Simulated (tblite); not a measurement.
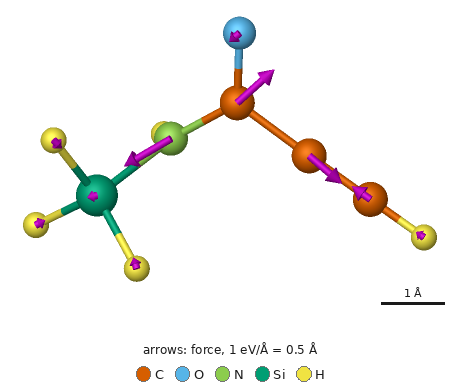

Starting geometry of C₃H₅NOSi with the computed forces as purple arrows. A ball-and-stick model, seen at a tilt.

These are results of tblite 0.8.0, GFN2-xTB geometry optimisation, dihedral held, gas phase, not measurements. 

Q: Is this structure relaxed? If not, where do the atoms go?

A: It isn't relaxed: the largest force vector, on the N atom, is 1.83 eV/Å. The final displacements have little in common with the starting forces (cosine between the two patterns 0.10). The atom that moves furthest after the best rigid fit is an H atom (0.66 Å). Largest moves by element: H 0.66 Å, O 0.31 Å, N 0.17 Å, C 0.10 Å, Si 0.07 Å. Near-neighbour distances that change, for instance: H–Si 1.487 → 1.459 Å, C–N 1.367 → 1.394 Å, N–Si 1.737 → 1.752 Å, C–C 1.211 → 1.200 Å. Among the angles between lasting bonds that change: C–N–H 121.2° → 107.1°, Si–N–H 117.3° → 107.9°, H–Si–H 108.9° → 114.4°. After 56 geometry steps the energy has fallen by 0.369 eV. Cost: 0.61 s on 1 thread of Intel(R) Xeon(R) Platinum 8488C (shared host).
